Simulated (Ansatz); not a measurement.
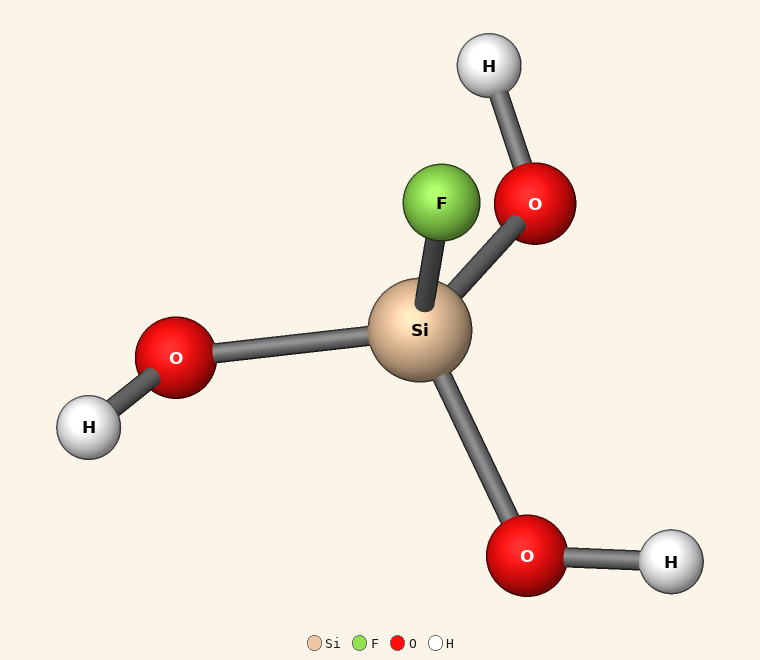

Harmonic vibrations computed with RKS PBE0-D4/def2-TZVP (Ansatz 0.2.0) at a stationary point of the same level.

### Is this a minimum or a saddle point?

A minimum: no imaginary frequency, and the lowest mode lies at 129 cm⁻¹.

### How many vibrational modes are there, and where do they lie?

18 modes: 129, 130, 253, 303, 303, 371, 371, 380, 774, 812, 813, 831, 947, 1024, 1024, 3934, 3934, 3936 cm⁻¹.
